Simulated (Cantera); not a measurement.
Charge: 1 mol TiO2, 1.3 mol C, 2.4 mol H2, held at 0.00370 bar.

Method: chemical equilibrium by Gibbs-energy minimisation in Cantera with the NASA 1993 tables (ideal gas, pure condensed phases). Candidate condensed phases: C, C6H6, C7H8, C8H18, H2O, Ti, TiC, TiO, TiO2, Ti2O3, Ti3O5, Ti4O7; 113 gas species. Mutual solubility and eutectic melting of coexisting phases are not modelled. TiC, TiO: taken at fixed stoichiometry. Condensed phases not in the tables: solid solutions among these carbides, nitrides and lower oxides. Rates play no part.

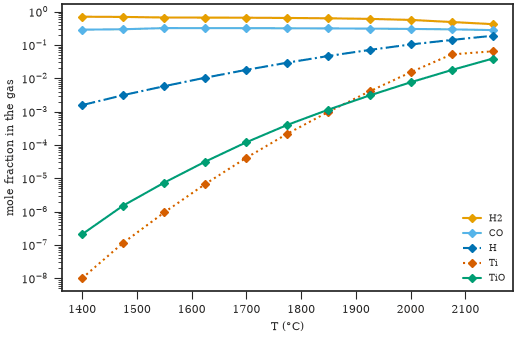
Fig. 1. Equilibrium gas composition (values under 1e-9 drawn at 1e-9)

Q: Read off the mole fractions at 1475 °C.

A: H2 about 0.70, CO about 0.30, H about 0.0031, TiO about 1.5e-6, Ti about 1.2e-7.
